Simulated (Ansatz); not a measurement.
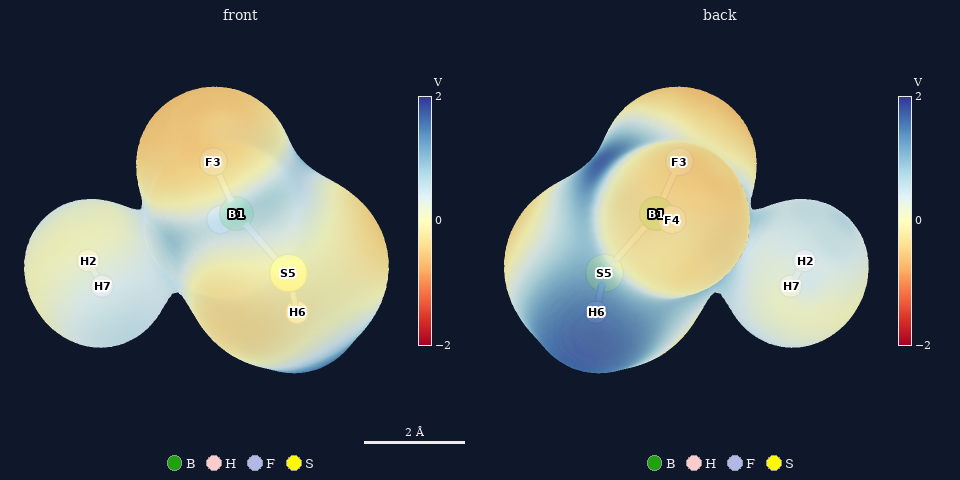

The picture shows: BF₂HS···H₂. The electrostatic potential painted on the density surface at 0.002 e/bohr³, seen from the front and from behind; red is negative and blue positive.

All numbers below come from RKS r2SCAN/def2-mTZVP (Ansatz 0.2.0).

Input

```
crystal:
  periodic: [false, false, false]
  atoms:
    - { symbol: B, position_ang: [0.074427, -0.577363, -0.363719] }
    - { symbol: H, position_ang: [-0.038432, 0.194855, 1.904756] }
    - { symbol: F, position_ang: [1.111987, 0.235157, -0.430321] }
    - { symbol: F, position_ang: [-1.121168, -0.113553, -0.678811] }
    - { symbol: S, position_ang: [0.354456, -2.354173, 0.102667] }
    - { symbol: H, position_ang: [-0.943385, -2.712059, -0.044377] }
    - { symbol: H, position_ang: [0.026114, -0.510065, 1.923105] }
basis:
  gaussian: { orbitals: def2-mTZVP }
hamiltonian:
  xc: r2scan
relax:
  f_tol: 0.03
  max_steps: 50
output:
  orbitals: {}
```

Run with:

```sh
ansatz run input.yaml --threads 2 --pin off --max-ram 3072MiB --backend cpu --events-out ev --progress --plain --runs-dir out
```

The fields are those of the run's last geometry, not of the input's.

Describe the electrostatic potential map.

Answer. The most negative region (about −0.6 V) lies over F3, the most positive (about +1.7 V) over B1 and H6.
